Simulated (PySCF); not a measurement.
# C₄H₈Si: NMR shifts at several levels of theory, part 2 of 2

PySCF 2.14.0. Atoms count from 0. The steps go on from the part before.

## Step 8: Nuclear shieldings: KT2/pcSseg-2

The job: settings as JSON, then the geometry in Å.

```
{"job": {"kind": "nmr", "xc": "KT2", "basis": "pcSseg-2", "pop": false}, "charge": 0, "multiplicity": 1}
Si     1.980693    -0.731732    -0.312809
C      0.238982    -0.531540     0.275255
C     -0.950618    -1.451582     0.188815
C     -0.994980    -0.109222    -0.444453
C     -0.526965     0.688529     0.717162
H      2.482347     0.577931    -0.834605
H      2.019382    -1.748231    -1.410442
H      2.897187    -1.185574     0.777808
H     -0.860552    -2.321088    -0.471895
H     -1.543974    -1.631577     1.097924
H     -1.136956     0.177364    -1.486226
H     -0.069684     1.663070     0.511763
H     -1.093986     0.641784     1.659069
```

Level: GIAO KT2/pcSseg-2 NMR shielding, non-relativistic, gas phase.

The program printed:

```text
coarse grid: 10928 points
cycle   1  E = -451.9841976108  dE =  4.908e-01  |g| = 4.247e-01  |ddm| = 2.714e+00
cycle   2  E = -451.8868513726  dE =  9.735e-02  |g| = 7.398e-01  |ddm| = 1.094e+00
cycle   3  E = -452.0353873574  dE = -1.485e-01  |g| = 6.764e-02  |ddm| = 7.571e-01
cycle   4  E = -452.0363112243  dE = -9.239e-04  |g| = 3.144e-02  |ddm| = 9.105e-02
cycle   5  E = -452.0365244825  dE = -2.133e-04  |g| = 1.025e-02  |ddm| = 2.964e-02
cycle   6  E = -452.0365493469  dE = -2.486e-05  |g| = 3.844e-03  |ddm| = 1.493e-02
cycle   7  E = -452.0365531127  dE = -3.766e-06  |g| = 9.798e-04  |ddm| = 4.441e-03
final grid: 99736 points
cycle   8  E = -452.0621058971  dE = -3.705e-04  |g| = 1.352e-02  |ddm| = 2.508e-01
cycle   9  E = -452.0620657772  dE =  4.012e-05  |g| = 1.631e-02  |ddm| = 2.518e-02
cycle  10  E = -452.0621264367  dE = -6.066e-05  |g| = 4.367e-03  |ddm| = 1.946e-02
cycle  11  E = -452.0621310639  dE = -4.627e-06  |g| = 5.432e-04  |ddm| = 4.156e-03
cycle  12  E = -452.0621311100  dE = -4.605e-08  |g| = 3.306e-04  |ddm| = 7.532e-04
cycle  13  E = -452.0621311358  dE = -2.584e-08  |g| = 7.836e-05  |ddm| = 3.350e-04
cycle  14  E = -452.0621311375  dE = -1.727e-09  |g| = 2.485e-05  |ddm| = 9.940e-05
cycle  15  E = -452.0621311377  dE = -1.525e-10  |g| = 3.107e-06  |ddm| = 2.164e-05
converged SCF energy = -452.0621311377

GIAO shielding tensors (ppm)
atom      isotropic    diamagn.    paramagn.     s11        s22        s33       span
  0 Si     415.124     880.809    -465.685    376.535    392.685    476.153     99.619
  1 C      194.341     259.297     -64.956    149.958    212.992    220.074     70.115
  2 C      147.019     248.650    -101.632    128.223    141.896    170.936     42.713
  3 C      176.740     252.308     -75.568    147.614    189.716    192.891     45.277
  4 C      146.989     248.502    -101.512    128.197    141.822    170.950     42.754
  5 H       27.051      29.528      -2.477     23.549     25.122     32.482      8.933
  6 H       27.051      29.091      -2.040     23.548     25.126     32.478      8.930
  7 H       26.546      28.195      -1.648     23.208     24.362     32.070      8.862
  8 H       29.858      29.707       0.151     24.207     25.796     39.570     15.364
  9 H       30.743      29.839       0.904     25.452     27.682     39.096     13.644
 10 H       29.673      31.671      -1.998     24.433     26.266     38.319     13.886
 11 H       29.858      31.249      -1.392     24.200     25.800     39.574     15.374
 12 H       30.742      30.196       0.546     25.455     27.681     39.090     13.634
```

It took 56 s on 1 thread of Arm Neoverse V1, shared host; peak memory 0.96 GiB.

Key values: δ C2 35.3, C3 5.5, C1 -12.1, Si0 -64.1, H5 4.29, H10 1.50 ppm (means over like atoms).

## Step 9: Nuclear shieldings: KT3/pcSseg-2

Same as in step 8 but for these lines:

```diff
@@ -1,2 +1,2 @@
-{"job": {"kind": "nmr", "xc": "KT2", "basis": "pcSseg-2", "pop": false}, "charge": 0, "multiplicity": 1}
+{"job": {"kind": "nmr", "xc": "KT3", "basis": "pcSseg-2", "pop": false}, "charge": 0, "multiplicity": 1}
 Si     1.980693    -0.731732    -0.312809
```

Level: GIAO KT3/pcSseg-2 NMR shielding, non-relativistic, gas phase.

The program printed:

```text
coarse grid: 10928 points
cycle   1  E = -451.5558755702  dE =  4.735e-01  |g| = 4.362e-01  |ddm| = 2.636e+00
cycle   2  E = -451.4505727085  dE =  1.053e-01  |g| = 7.633e-01  |ddm| = 1.157e+00
cycle   3  E = -451.6112214018  dE = -1.606e-01  |g| = 6.250e-02  |ddm| = 8.090e-01
cycle   4  E = -451.6120028071  dE = -7.814e-04  |g| = 3.240e-02  |ddm| = 9.427e-02
cycle   5  E = -451.6122297630  dE = -2.270e-04  |g| = 1.027e-02  |ddm| = 2.887e-02
cycle   6  E = -451.6122546141  dE = -2.485e-05  |g| = 3.982e-03  |ddm| = 1.451e-02
cycle   7  E = -451.6122586667  dE = -4.053e-06  |g| = 9.439e-04  |ddm| = 4.300e-03
final grid: 99736 points
cycle   8  E = -451.6308703905  dE = -3.236e-04  |g| = 1.076e-02  |ddm| = 2.067e-01
cycle   9  E = -451.6308715190  dE = -1.129e-06  |g| = 6.276e-03  |ddm| = 7.408e-03
cycle  10  E = -451.6308738409  dE = -2.322e-06  |g| = 3.192e-03  |ddm| = 6.748e-03
cycle  11  E = -451.6308764811  dE = -2.640e-06  |g| = 5.101e-04  |ddm| = 3.209e-03
cycle  12  E = -451.6308765297  dE = -4.864e-08  |g| = 2.387e-04  |ddm| = 5.747e-04
cycle  13  E = -451.6308765424  dE = -1.269e-08  |g| = 6.564e-05  |ddm| = 2.067e-04
cycle  14  E = -451.6308765437  dE = -1.283e-09  |g| = 8.134e-06  |ddm| = 7.715e-05
cycle  15  E = -451.6308765437  dE = -1.432e-11  |g| = 3.502e-06  |ddm| = 1.038e-05
converged SCF energy = -451.6308765437

GIAO shielding tensors (ppm)
atom      isotropic    diamagn.    paramagn.     s11        s22        s33       span
  0 Si     418.900     880.385    -461.485    382.175    397.114    477.411     95.235
  1 C      193.356     260.138     -66.782    149.875    212.781    217.412     67.537
  2 C      146.815     249.611    -102.796    129.164    142.215    169.066     39.901
  3 C      175.091     255.642     -80.551    146.731    186.773    191.770     45.039
  4 C      146.787     250.255    -103.468    129.139    142.143    169.079     39.940
  5 H       27.397      30.322      -2.925     23.937     25.521     32.733      8.796
  6 H       27.397      29.716      -2.320     23.936     25.524     32.730      8.794
  7 H       26.887      28.736      -1.850     23.634     24.728     32.299      8.665
  8 H       29.995      29.821       0.173     24.447     26.041     39.496     15.048
  9 H       30.916      29.904       1.013     25.598     27.963     39.188     13.589
 10 H       29.878      32.380      -2.501     24.643     26.548     38.444     13.801
 11 H       29.995      31.938      -1.943     24.441     26.044     39.499     15.059
 12 H       30.915      30.516       0.400     25.602     27.963     39.182     13.580
```

Run time: 56 s. Hardware: 1 thread of Arm Neoverse V1, shared host; peak memory 0.96 GiB.

Key values: δ C2 34.5, C3 6.2, C1 -12.0, Si0 -60.7, H5 4.13, H10 1.48 ppm (means over like atoms).

## Step 10: Shielding tensors: B97-D/pcSseg-2

Same as in step 9 but for these lines:

```diff
@@ -1,2 +1,2 @@
-{"job": {"kind": "nmr", "xc": "KT3", "basis": "pcSseg-2", "pop": false}, "charge": 0, "multiplicity": 1}
+{"job": {"kind": "nmr", "xc": "B97-D", "basis": "pcSseg-2", "pop": false}, "charge": 0, "multiplicity": 1}
 Si     1.980693    -0.731732    -0.312809
```

With the program's defaults for keys left out, this is: GIAO B97-D/pcSseg-2 NMR shielding, non-relativistic, gas phase.

The program printed:

```text
coarse grid: 10928 points
cycle   1  E = -446.5342181931  dE =  4.479e-01  |g| = 4.424e-01  |ddm| = 2.562e+00
cycle   2  E = -446.4318220663  dE =  1.024e-01  |g| = 7.655e-01  |ddm| = 1.092e+00
cycle   3  E = -446.5887744090  dE = -1.570e-01  |g| = 6.188e-02  |ddm| = 7.749e-01
cycle   4  E = -446.5894919250  dE = -7.175e-04  |g| = 3.605e-02  |ddm| = 8.679e-02
cycle   5  E = -446.5897724447  dE = -2.805e-04  |g| = 1.152e-02  |ddm| = 3.142e-02
cycle   6  E = -446.5898030062  dE = -3.056e-05  |g| = 4.410e-03  |ddm| = 1.461e-02
cycle   7  E = -446.5898078296  dE = -4.823e-06  |g| = 8.152e-04  |ddm| = 4.449e-03
final grid: 99736 points
cycle   8  E = -446.5900811078  dE = -1.501e-04  |g| = 6.652e-03  |ddm| = 1.034e-01
cycle   9  E = -446.5900712565  dE =  9.851e-06  |g| = 7.984e-03  |ddm| = 1.128e-02
cycle  10  E = -446.5900863892  dE = -1.513e-05  |g| = 2.232e-03  |ddm| = 8.898e-03
cycle  11  E = -446.5900875712  dE = -1.182e-06  |g| = 2.687e-04  |ddm| = 1.896e-03
cycle  12  E = -446.5900875834  dE = -1.224e-08  |g| = 1.847e-04  |ddm| = 4.075e-04
cycle  13  E = -446.5900875911  dE = -7.653e-09  |g| = 5.831e-05  |ddm| = 1.708e-04
cycle  14  E = -446.5900875918  dE = -7.539e-10  |g| = 1.200e-05  |ddm| = 4.568e-05
converged SCF energy = -446.5900875918

GIAO shielding tensors (ppm)
atom      isotropic    diamagn.    paramagn.     s11        s22        s33       span
  0 Si     399.882     879.453    -479.571    362.707    377.391    459.548     96.842
  1 C      189.632     259.456     -69.824    145.257    209.408    214.231     68.974
  2 C      143.513     247.957    -104.444    125.299    138.547    166.693     41.394
  3 C      171.529     254.461     -82.932    142.500    183.795    188.292     45.791
  4 C      143.482     248.627    -105.145    125.269    138.471    166.706     41.437
  5 H       27.375      30.213      -2.838     23.935     25.515     32.676      8.741
  6 H       27.375      29.728      -2.352     23.935     25.519     32.673      8.738
  7 H       26.857      28.845      -1.987     23.625     24.730     32.216      8.591
  8 H       30.090      29.884       0.206     24.587     26.171     39.510     14.923
  9 H       30.976      29.878       1.098     25.693     28.122     39.114     13.421
 10 H       29.863      32.689      -2.825     24.747     26.567     38.277     13.530
 11 H       30.090      31.466      -1.377     24.581     26.175     39.514     14.933
 12 H       30.975      30.508       0.467     25.696     28.122     39.108     13.412
```

It took 54 s on 1 thread of Arm Neoverse V1, shared host; peak memory 0.96 GiB.

In short: δ C2 35.5, C3 7.5, C1 -10.6, Si0 -63.3, H5 4.19, H10 1.53 ppm (means over like atoms).

## Step 11: NMR shieldings: B3LYP/pcSseg-2

Same as in step 10 but for these lines:

```diff
@@ -1,2 +1,2 @@
-{"job": {"kind": "nmr", "xc": "B97-D", "basis": "pcSseg-2", "pop": false}, "charge": 0, "multiplicity": 1}
+{"job": {"kind": "nmr", "xc": "B3LYP", "basis": "pcSseg-2", "pop": false}, "charge": 0, "multiplicity": 1}
 Si     1.980693    -0.731732    -0.312809
```

With the program's defaults for keys left out, this is: GIAO B3LYP/pcSseg-2 NMR shielding, non-relativistic, gas phase.

The program printed:

```text
coarse grid: 10928 points
cycle   1  E = -446.7039213597  dE =  5.908e-01  |g| = 3.628e-01  |ddm| = 2.492e+00
cycle   2  E = -446.6760775433  dE =  2.784e-02  |g| = 4.913e-01  |ddm| = 7.699e-01
cycle   3  E = -446.7386555071  dE = -6.258e-02  |g| = 4.422e-02  |ddm| = 4.540e-01
cycle   4  E = -446.7389544068  dE = -2.989e-04  |g| = 2.228e-02  |ddm| = 4.481e-02
cycle   5  E = -446.7390531050  dE = -9.870e-05  |g| = 8.543e-03  |ddm| = 2.064e-02
cycle   6  E = -446.7390698621  dE = -1.676e-05  |g| = 1.809e-03  |ddm| = 7.640e-03
cycle   7  E = -446.7390706272  dE = -7.651e-07  |g| = 2.922e-04  |ddm| = 1.698e-03
final grid: 99736 points
cycle   8  E = -446.7495475845  dE = -6.333e-05  |g| = 5.339e-03  |ddm| = 5.568e-02
cycle   9  E = -446.7495415260  dE =  6.058e-06  |g| = 7.173e-03  |ddm| = 9.595e-03
cycle  10  E = -446.7495546451  dE = -1.312e-05  |g| = 5.192e-04  |ddm| = 5.831e-03
cycle  11  E = -446.7495546835  dE = -3.837e-08  |g| = 2.889e-04  |ddm| = 6.890e-04
cycle  12  E = -446.7495547004  dE = -1.693e-08  |g| = 9.124e-05  |ddm| = 2.443e-04
cycle  13  E = -446.7495547024  dE = -1.951e-09  |g| = 1.705e-05  |ddm| = 9.500e-05
cycle  14  E = -446.7495547024  dE = -6.060e-11  |g| = 5.849e-06  |ddm| = 1.797e-05
converged SCF energy = -446.7495547024

GIAO shielding tensors (ppm)
atom      isotropic    diamagn.    paramagn.     s11        s22        s33       span
  0 Si     388.811     877.947    -489.136    351.635    365.959    448.839     97.204
  1 C      190.850     257.970     -67.120    145.186    210.540    216.824     71.638
  2 C      143.638     245.630    -101.993    124.997    138.572    167.343     42.346
  3 C      172.340     251.978     -79.638    142.786    185.710    188.525     45.739
  4 C      143.605     245.890    -102.285    124.967    138.494    167.353     42.386
  5 H       27.395      29.738      -2.343     23.895     25.517     32.774      8.879
  6 H       27.395      29.365      -1.970     23.894     25.521     32.771      8.876
  7 H       26.881      28.548      -1.667     23.592     24.742     32.311      8.719
  8 H       30.146      30.090       0.057     24.553     26.131     39.754     15.201
  9 H       30.970      30.095       0.875     25.603     27.978     39.329     13.726
 10 H       29.797      32.392      -2.595     24.610     26.317     38.464     13.854
 11 H       30.146      31.280      -1.133     24.547     26.135     39.758     15.211
 12 H       30.969      30.581       0.388     25.606     27.978     39.322     13.717
```

Run time: 39 s. Hardware: 1 thread of Arm Neoverse V1, shared host; peak memory 1.2 GiB.

This run: δ C2 35.6, C3 6.9, C1 -11.7, Si0 -64.2, H5 4.17, H10 1.59 ppm (means over like atoms).

## Step 12: Run by run: NMR shifts

Shifts (ppm) of some atoms, chosen among heavy atoms and hydrogens apart, means over like atoms, with basis size and wall time:

```
           run    C2   C3     C1    H5   H10    H8    Si0  functions  time
   HF/pcSseg-2  30.0  1.2  -19.6  3.96  1.67  1.14  -54.0        299  34 s
  LDA/pcSseg-2  38.4  9.1   -7.9  4.48  1.65  1.23  -70.4        299  49 s
  PBE/pcSseg-2  36.8  8.4   -9.7  4.32  1.56  1.29  -65.6        299  54 s
 BLYP/pcSseg-2  36.6  8.0  -10.1  4.25  1.53  1.29  -68.0        299  52 s
 BP86/pcSseg-2  36.9  8.5   -9.5  4.32  1.57  1.29  -65.5        299  53 s
 OPBE/pcSseg-2  35.8  9.3   -9.5  4.25  1.54  1.36  -58.5        299  56 s
  KT2/pcSseg-2  35.3  5.5  -12.1  4.29  1.50  1.32  -64.1        299  56 s
  KT3/pcSseg-2  34.5  6.2  -12.0  4.13  1.48  1.36  -60.7        299  56 s
B97-D/pcSseg-2  35.5  7.5  -10.6  4.19  1.53  1.31  -63.3        299  54 s
B3LYP/pcSseg-2  35.6  6.9  -11.7  4.17  1.59  1.24  -64.2        299  39 s
```

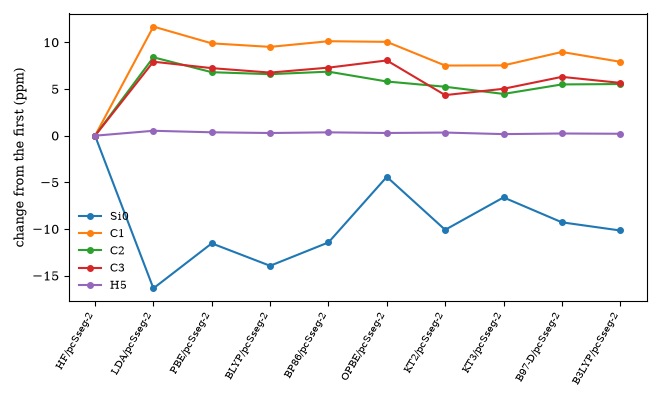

How five of the tabulated atoms move from run to run.

## Step 13: What came out

The summary covers parts 1 to 2.

```
                                                             quantity                       value
¹³C shifts against TMS (HF/pcSseg-2, means over atoms taken as alike)        30.0, 1.2, -19.6 ppm
 ¹H shifts against TMS (HF/pcSseg-2, means over atoms taken as alike)  3.96, 1.67, 1.14, 0.38 ppm
                                ²⁹Si shifts against TMS (HF/pcSseg-2)                   -54.0 ppm
                                            range of the shift of Si0          -70.4 to -54.0 ppm
```

In words: Single values in the summary come from the first sound run of each kind (HF/pcSseg-2), which need not be the best level. At HF/pcSseg-2: Shielding is most anisotropic at Si0 (span 82 ppm, paramagnetic term -439 ppm). Across the 10 runs the shift of Si0 moves most, between -70.4 (LDA/pcSseg-2) and -54.0 ppm (HF/pcSseg-2).
